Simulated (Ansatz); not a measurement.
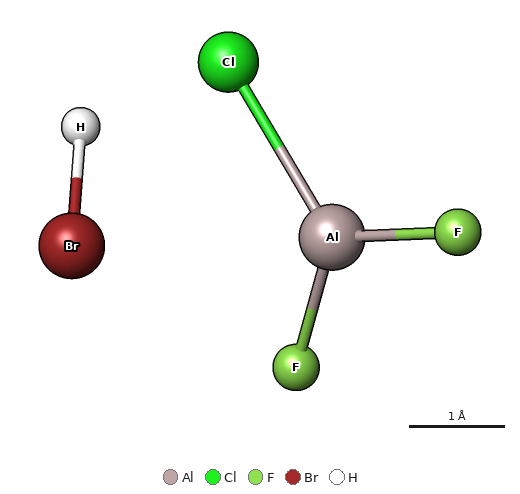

**Figure 1.** The structure as given in the input (ball-and-stick view, seen at a tilt). Sticks mark near contacts. Bond lengths as drawn: Al–Cl 2.18 Å, Al–F 1.64 Å and Br–H 1.50 Å.

# Geometry relaxation of AlHBrClF$_{2}$

AlHBrClF$_{2}$, computed with RKS r2SCAN-D4/def2-SVP (Ansatz 0.2.0).

It belongs to a series of runs on one base structure; here: end point A relaxed.

### The input
```yaml
crystal:
  periodic: [false, false, false]
  atoms:
    - { symbol: Al, position_ang: [0.007034, 0.244628, -0.012199] }
    - { symbol: Cl, position_ang: [0.003539, 0.448538, 2.161517] }
    - { symbol: F, position_ang: [1.427688, 0.375137, -0.82875] }
    - { symbol: F, position_ang: [-1.423797, 0.183406, -0.820795] }
    - { symbol: Br, position_ang: [0.033824, -3.161063, 1.154804] }
    - { symbol: H, position_ang: [0.129311, -2.118547, 2.232223] }
basis:
  gaussian: { orbitals: def2-SVP }
hamiltonian:
  xc: r2scan
  dispersion: d4
relax:
  f_tol: 0.03
  max_steps: 50
output:
  orbitals: {}
```

Run as:
```bash
ansatz run input.yaml --threads 4 --pin off --max-ram 5120MiB --backend cpu --events-out ev --progress --plain --runs-dir out
```

### The program's output
```
The last accepted step is kept in [file] (removed where the run ends without a failure and the disk answers)
Engine: ansatz 0.2.0, aarch64-unknown-linux-gnu
Functional definition: r2SCAN
  parameter k0 = 0.174
  parameter k1 = 0.065
  parameter a1 = 4.9479
  exchange = r2scan_x(k0 = k0, k1 = k1, a1 = a1)
  correlation = r2scan_c
1087 factors; their error is unknown
mean field evaluation 1: about -94595.2833 eV, gradient 5.0e1 eV
mean field evaluation 2: about -94583.3033 eV, gradient 1.0e2 eV
mean field evaluation 4: about -94599.2507 eV, gradient 2.6e0 eV
mean field evaluation 8: about -94599.2712 eV, gradient 3.6e-2 eV
mean field evaluation 16: about -94599.1730 eV, gradient 3.2e-5 eV
mean field -94599.17304796 eV, -3476.4554878902 hartree, gradient 3.2e-5 eV, S^2 0.000000; 0 other end points of the search recorded, 0 dependent functions left out
the calculation of the forces begins
reference -94599.17305938 eV, -3476.4554883098 hartree; 42, 42 occupied and 59, 59 virtual orbitals, 1087 factors
relax step   1: F+E_penalty+E_count = -94599.21009249 eV  Δ(F+E_penalty+E_count) = +0.000e0 eV  max|allowed force component| = 1.432e0 eV/Å  Δτ_max = 0.0000 Å  (27 SCF iters, accepted)
these checks for a lower state are left out or cut short: starts, cluster_reference, orbital_swaps, neighbouring_geometries, increment
1087 factors; their error is unknown
mean field -94599.35361813 eV, -3476.4621237215 hartree, gradient 1.3e-5 eV, S^2 0.000000; 0 other end points of the search recorded, 0 dependent functions left out
the calculation of the forces begins
reference -94599.35362940 eV, -3476.4621241355 hartree; 42, 42 occupied and 59, 59 virtual orbitals, 1087 factors
relax step   2: F+E_penalty+E_count = -94599.39054536 eV  Δ(F+E_penalty+E_count) = -1.805e-1 eV  max|allowed force component| = 4.024e-1 eV/Å  Δτ_max = 0.1945 Å  (29 SCF iters, accepted)
these checks for a lower state are left out or cut short: starts, cluster_reference, orbital_swaps, neighbouring_geometries, increment
1087 factors; their error is unknown
mean field -94599.45905248 eV, -3476.4659983624 hartree, gradient 7.2e-6 eV, S^2 0.000000; 0 other end points of the search recorded, 0 dependent functions left out
the calculation of the forces begins
reference -94599.45906358 eV, -3476.4659987702 hartree; 42, 42 occupied and 59, 59 virtual orbitals, 1087 factors
relax step   3: F+E_penalty+E_count = -94599.49602440 eV  Δ(F+E_penalty+E_count) = -1.055e-1 eV  max|allowed force component| = 4.466e-1 eV/Å  Δτ_max = 0.1977 Å  (30 SCF iters, accepted)
these checks for a lower state are left out or cut short: starts, cluster_reference, orbital_swaps, neighbouring_geometries, increment
1087 factors; their error is unknown
mean field evaluation 32: about -94599.4636 eV, gradient 9.6e0 eV
mean field -94599.56723455 eV, -3476.4699739799 hartree, gradient 1.7e-5 eV, S^2 0.000000; 0 other end points of the search recorded, 0 dependent functions left out
the calculation of the forces begins
reference -94599.56724560 eV, -3476.4699743860 hartree; 42, 42 occupied and 59, 59 virtual orbitals, 1087 factors
relax step   4: F+E_penalty+E_count = -94599.60476129 eV  Δ(F+E_penalty+E_count) = -1.087e-1 eV  max|allowed force component| = 5.483e-1 eV/Å  Δτ_max = 0.1952 Å  (28 SCF iters, accepted)
these checks for a lower state are left out or cut short: starts, cluster_reference, orbital_swaps, neighbouring_geometries, increment
1087 factors; their error is unknown
mean field -94599.53769892 eV, -3476.4688885658 hartree, gradient 6.6e-6 eV, S^2 0.000000; 0 other end points of the search recorded, 0 dependent functions left out
the calculation of the forces begins
reference -94599.53770996 eV, -3476.4688889714 hartree; 42, 42 occupied and 59, 59 virtual orbitals, 1087 factors
relax step   5: F+E_penalty+E_count = -94599.57550857 eV  Δ(F+E_penalty+E_count) = +2.925e-2 eV  max|allowed force component| = 9.441e-1 eV/Å  Δτ_max = 0.1946 Å  (34 SCF iters, rejected (line search))
these checks for a lower state are left out or cut short: starts, cluster_reference, orbital_swaps, neighbouring_geometries, increment
1087 factors; their error is unknown
mean field -94599.59026064 eV, -3476.4708201733 hartree, gradient 2.0e-5 eV, S^2 0.000000; 0 other end points of the search recorded, 0 dependent functions left out
the calculation of the forces begins
reference -94599.59027168 eV, -3476.4708205789 hartree; 42, 42 occupied and 59, 59 virtual orbitals, 1087 factors
relax step   6: F+E_penalty+E_count = -94599.62783122 eV  Δ(F+E_penalty+E_count) = -2.307e-2 eV  max|allowed force component| = 2.659e-1 eV/Å  Δτ_max = 0.0950 Å  (27 SCF iters, accepted)
these checks for a lower state are left out or cut short: starts, cluster_reference, orbital_swaps, neighbouring_geometries, increment
1087 factors; their error is unknown
mean field -94599.59418223 eV, -3476.4709642891 hartree, gradient 8.2e-6 eV, S^2 0.000000; 0 other end points of the search recorded, 0 dependent functions left out
the calculation of the forces begins
reference -94599.59419328 eV, -3476.4709646952 hartree; 42, 42 occupied and 59, 59 virtual orbitals, 1087 factors
relax step   7: F+E_penalty+E_count = -94599.63173853 eV  Δ(F+E_penalty+E_count) = -3.907e-3 eV  max|allowed force component| = 1.265e-1 eV/Å  Δτ_max = 0.0371 Å  (28 SCF iters, accepted)
these checks for a lower state are left out or cut short: starts, cluster_reference, orbital_swaps, neighbouring_geometries, increment
1087 factors; their error is unknown
mean field evaluation 64: about -94599.5960 eV, gradient 2.0e-5 eV
mean field -94599.59598335 eV, -3476.4710304788 hartree, gradient 7.9e-6 eV, S^2 0.000000; 0 other end points of the search recorded, 0 dependent functions left out
the calculation of the forces begins
reference -94599.59599440 eV, -3476.4710308851 hartree; 42, 42 occupied and 59, 59 virtual orbitals, 1087 factors
relax step   8: F+E_penalty+E_count = -94599.63350562 eV  Δ(F+E_penalty+E_count) = -1.767e-3 eV  max|allowed force component| = 5.981e-2 eV/Å  Δτ_max = 0.0339 Å  (29 SCF iters, accepted)
these checks for a lower state are left out or cut short: starts, cluster_reference, orbital_swaps, neighbouring_geometries, increment
1087 factors; their error is unknown
mean field -94599.59625432 eV, -3476.4710404369 hartree, gradient 9.6e-6 eV, S^2 0.000000; 0 other end points of the search recorded, 0 dependent functions left out
the calculation of the forces begins
reference -94599.59626537 eV, -3476.4710408429 hartree; 42, 42 occupied and 59, 59 virtual orbitals, 1087 factors
relax step   9: F+E_penalty+E_count = -94599.63374516 eV  Δ(F+E_penalty+E_count) = -2.395e-4 eV  max|allowed force component| = 8.095e-2 eV/Å  Δτ_max = 0.0459 Å  (27 SCF iters, accepted)
these checks for a lower state are left out or cut short: starts, cluster_reference, orbital_swaps, neighbouring_geometries, increment
1087 factors; their error is unknown
mean field -94599.59708476 eV, -3476.4710709549 hartree, gradient 6.8e-6 eV, S^2 0.000000; 0 other end points of the search recorded, 0 dependent functions left out
the calculation of the forces begins
reference -94599.59709582 eV, -3476.4710713613 hartree; 42, 42 occupied and 59, 59 virtual orbitals, 1087 factors
relax step  10: F+E_penalty+E_count = -94599.63457221 eV  Δ(F+E_penalty+E_count) = -8.270e-4 eV  max|allowed force component| = 6.122e-3 eV/Å  Δτ_max = 0.0134 Å  (29 SCF iters, accepted)
1087 factors; their error is unknown
mean field evaluation 96: about -94599.5971 eV, gradient 1.4e-3 eV
```

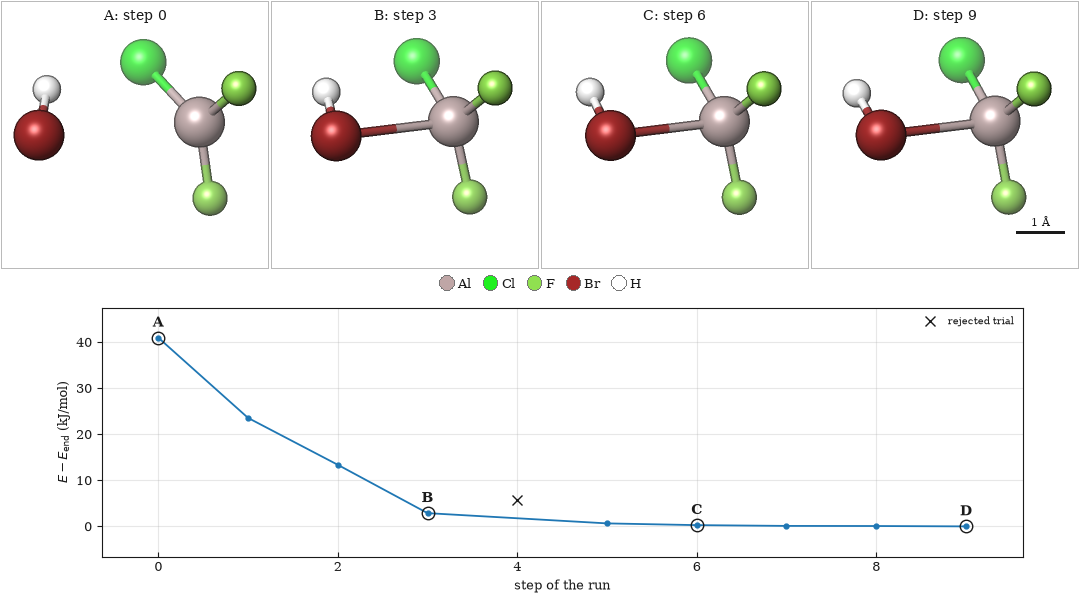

**Figure 2.** Frames of the relaxation (ball-and-stick view, seen at a tilt) above the curves, on which the letters mark them (the first geometry is step 0 here and step 1 in the log).

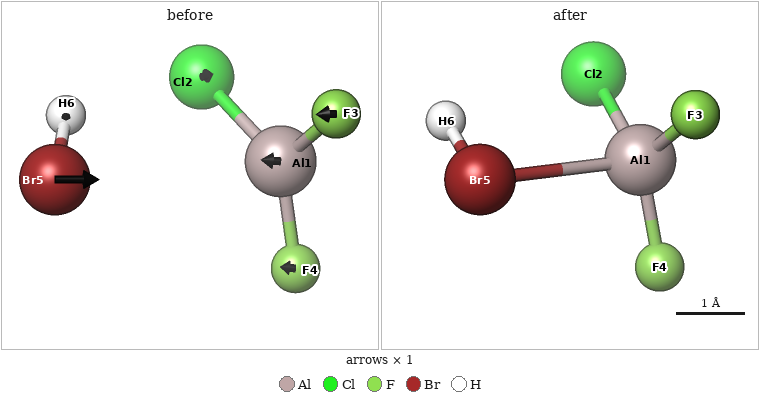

**Figure 3.** Before (left) and after (right) the relaxation, at one scale (ball-and-stick view, seen at a tilt). The black arrows give the displacements, at true length. The atom that moves furthest after the best rigid fit is Br5 (0.68 Å). Largest moves by element: Br 0.68 Å, F 0.32 Å, Al 0.31 Å, Cl 0.22 Å, H 0.10 Å. Distances before and after: Al1–Br5 3.600 → 2.664 Å, Al1–Cl2 2.183 → 2.105 Å, Br5–H6 1.502 → 1.433 Å, Al1–F3 1.644 → 1.657 Å. New bonds form: Al1–Br5 (3.60 → 2.66 Å). Among the angles that change: F3–Al1–F4 120.7° → 118.5°. After 9 geometry steps the energy has fallen by 41.0 kJ/mol. The largest force component goes from 1.4 to 0.0061 eV/Å. The line search rejected the trial step at point 4 (counted from 0) and went back. (Atoms are counted from 1 in the order of the input.)

```
mean field -94599.59708476 eV, -3476.4710709549 hartree, gradient 6.7e-6 eV, S^2 0.000000; 1 other end points of the search recorded, 0 dependent functions left out
the calculation of the forces begins
reference -94599.59709582 eV, -3476.4710713613 hartree; 42, 42 occupied and 59, 59 virtual orbitals, 1087 factors
Total energy: -94599.63458327 eV, -3476.4724489997 hartree
Atom 0 at     0.002364    -0.007552     0.160243 Å, force    -0.001531    -0.001709    -0.002700 eV/Å
Atom 1 at    -0.010545     0.667412     2.153608 Å, force     0.000020     0.000996     0.005690 eV/Å
Atom 2 at     1.419292     0.089832    -0.692414 Å, force     0.005530     0.003029    -0.004918 eV/Å
Atom 3 at    -1.425895    -0.008332    -0.679037 Å, force    -0.003983     0.002370    -0.003200 eV/Å
Atom 4 at     0.094272    -2.595152     0.787501 Å, force     0.000437    -0.001181     0.006122 eV/Å
Atom 5 at     0.098112    -2.174108     2.156899 Å, force    -0.000473    -0.003504    -0.000995 eV/Å
Dipole moment:     0.027170    -0.687641     0.392079 e Å
```

### Trajectory as extended XYZ (Å, eV, eV/Å), 10 frames, from step=1 to step=10
```
6
Properties=species:S:1:pos:R:3:forces:R:3 step=1 energy=-94599.21009
Al    0.0070    0.2446   -0.0122   -0.0541  -0.1107   1.4322
Cl    0.0035    0.4485    2.1615    0.0140  -0.0964  -1.3120
F     1.4277    0.3751   -0.8287    0.0897  -0.0241  -0.0135
F    -1.4238    0.1834   -0.8208   -0.0531  -0.0111  -0.0015
Br    0.0338   -3.1611    1.1548    0.1126   1.2497   0.9235
H     0.1293   -2.1185    2.2322   -0.1091  -1.0074  -1.0286
6
Properties=species:S:1:pos:R:3:forces:R:3 step=2 energy=-94599.39055
Al    0.0078    0.1110    0.0311   -0.0809  -0.0420   0.4024
Cl    0.0049    0.3773    2.1281    0.0022   0.1430  -0.1720
F     1.4254    0.3326   -0.7791    0.0459  -0.1373  -0.0332
F    -1.4274    0.1647   -0.7802    0.0230  -0.1144   0.0029
Br    0.0433   -2.9753    1.0979    0.0308   0.3052  -0.1270
H     0.1236   -2.0382    2.1890   -0.0209  -0.1545  -0.0731
6
Properties=species:S:1:pos:R:3:forces:R:3 step=3 energy=-94599.49602
Al    0.0019    0.0835    0.1080   -0.0026  -0.4406  -0.3044
Cl   -0.0014    0.4625    2.1617   -0.0104   0.2367   0.2449
F     1.4286    0.1958   -0.7235   -0.1044  -0.0116   0.0821
F    -1.4267    0.0572   -0.7273    0.1062   0.0293   0.0952
Br    0.0549   -2.8333    0.9609    0.0031   0.1083  -0.4466
H     0.1203   -1.9937    2.1070    0.0081   0.0778   0.3288
6
Properties=species:S:1:pos:R:3:forces:R:3 step=4 energy=-94599.60476
Al    0.0018   -0.0481    0.1632    0.0298  -0.0572  -0.5483
Cl   -0.0078    0.5453    2.1690   -0.0077   0.0988   0.3407
F     1.4230    0.1243   -0.6797   -0.1318  -0.0964   0.1084
F    -1.4235    0.0141   -0.6854    0.0997  -0.0600   0.0996
Br    0.0661   -2.6819    0.8381    0.0045   0.0872  -0.3057
H     0.1180   -1.9816    2.0815    0.0055   0.0276   0.3053
6
Properties=species:S:1:pos:R:3:forces:R:3 step=5 energy=-94599.57551 accepted=F
Al   -0.0035   -0.0527    0.1675    0.0880   0.2815  -0.2707
Cl   -0.0125    0.5819    2.1832   -0.0128   0.1419   0.0167
F     1.4215    0.0568   -0.6876   -0.1789   0.0707   0.1109
F    -1.4265   -0.0235   -0.6912    0.0945   0.0708   0.0818
Br    0.0826   -2.5089    0.7506    0.0332  -0.3257   0.9441
H     0.1158   -2.0816    2.1642   -0.0240  -0.2392  -0.8828
6
Properties=species:S:1:pos:R:3:forces:R:3 step=6 energy=-94599.62783
Al   -0.0011   -0.0404    0.1637    0.0635   0.0610  -0.1793
Cl   -0.0121    0.6019    2.1753   -0.0053  -0.0086  -0.0196
F     1.4216    0.0903   -0.6853   -0.1281  -0.0247   0.0990
F    -1.4255   -0.0003   -0.6871    0.0690  -0.0118   0.0748
Br    0.0802   -2.6156    0.7909    0.0097   0.1320   0.2659
H     0.1145   -2.0637    2.1293   -0.0088  -0.1480  -0.2407
6
Properties=species:S:1:pos:R:3:forces:R:3 step=7 energy=-94599.63174
Al   -0.0007   -0.0259    0.1587    0.0404   0.0119  -0.0921
Cl   -0.0133    0.6110    2.1707   -0.0032   0.0215  -0.0283
F     1.4215    0.0887   -0.6901   -0.0894  -0.0025   0.0664
F    -1.4261   -0.0004   -0.6894    0.0521   0.0034   0.0512
Br    0.0822   -2.6031    0.7941    0.0054   0.0396   0.1265
H     0.1141   -2.0982    2.1429   -0.0053  -0.0738  -0.1237
6
Properties=species:S:1:pos:R:3:forces:R:3 step=8 energy=-94599.63351
Al    0.0021   -0.0249    0.1579   -0.0083   0.0598  -0.0242
Cl   -0.0117    0.6348    2.1609   -0.0003  -0.0037  -0.0158
F     1.4207    0.0965   -0.6911   -0.0241  -0.0218   0.0181
F    -1.4256   -0.0015   -0.6846    0.0302  -0.0159   0.0225
Br    0.0842   -2.6020    0.7937    0.0052   0.0112   0.0435
H     0.1079   -2.1308    2.1499   -0.0026  -0.0294  -0.0441
6
Properties=species:S:1:pos:R:3:forces:R:3 step=9 energy=-94599.63374
Al    0.0026   -0.0015    0.1640   -0.0474  -0.0382   0.0317
Cl   -0.0127    0.6804    2.1563    0.0025  -0.0161  -0.0321
F     1.4207    0.0804   -0.6859    0.0393   0.0275  -0.0267
F    -1.4259   -0.0174   -0.6752    0.0044   0.0261  -0.0018
Br    0.0896   -2.5954    0.7809    0.0010  -0.0081  -0.0521
H     0.1034   -2.1744    2.1467    0.0001   0.0089   0.0810
6
Properties=species:S:1:pos:R:3:forces:R:3 step=10 energy=-94599.63457
Al    0.0024   -0.0076    0.1602   -0.0015  -0.0017  -0.0027
Cl   -0.0105    0.6674    2.1536    0.0000   0.0010   0.0057
F     1.4193    0.0898   -0.6924    0.0055   0.0030  -0.0049
F    -1.4259   -0.0083   -0.6790   -0.0040   0.0024  -0.0032
Br    0.0943   -2.5952    0.7875    0.0004  -0.0012   0.0061
H     0.0981   -2.1741    2.1569   -0.0005  -0.0035  -0.0010
```

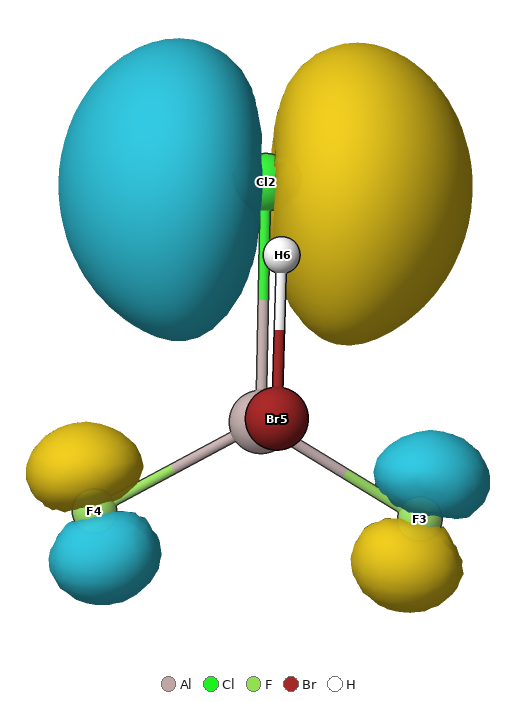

**Figure 4.** The HOMO at ±0.1 Å⁻³ᐟ² (yellow and cyan are the two phases), seen at an oblique angle. Its energy is −8.19 eV.

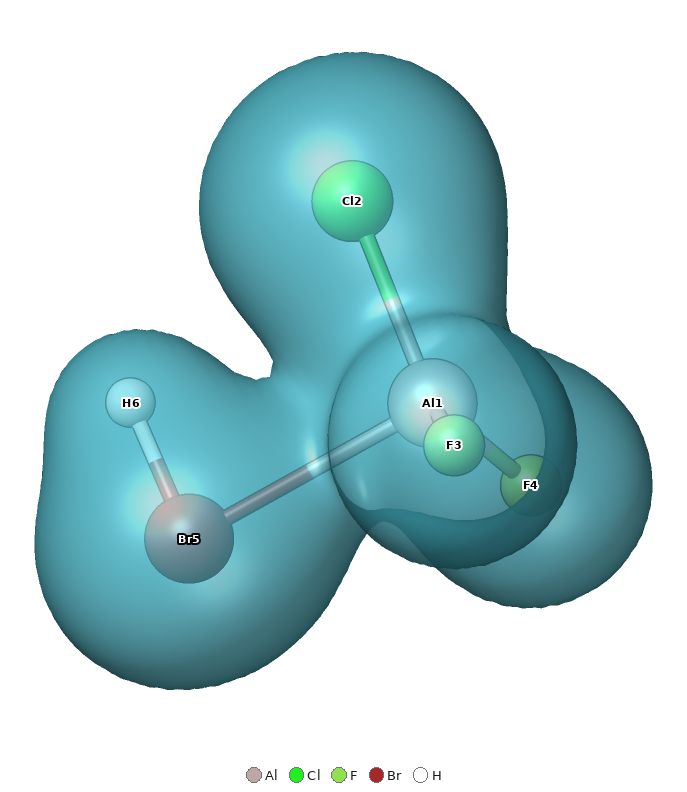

**Figure 5.** Isosurface of the total electron density at 0.1 e/Å³ (cyan), seen at a tilt. At this value the surface is in one piece. On the grid the lowest density along these lines, outside the cores, is 0.69 e/Å³ (Al–F, 1.66 Å), 0.51 e/Å³ (Al–Cl, 2.10 Å), 0.17 e/Å³ (Al–Br, 2.66 Å) and 1.3 e/Å³ (Br–H, 1.43 Å).

### Key numbers

| quantity | value |
| --- | --- |
| outcome | converged |
| total energy | −94599.6346 eV |
| mean-field energy | −94599.5971 eV |
| largest force (length of the vector) at the end | 0.008 eV/Å |
| hardware | 4 threads of Arm Neoverse V1, 24 GiB of memory available, shared host |
| wall time | 28 s (CPU time 1.7 min) |
| peak memory | 0.18 GiB |
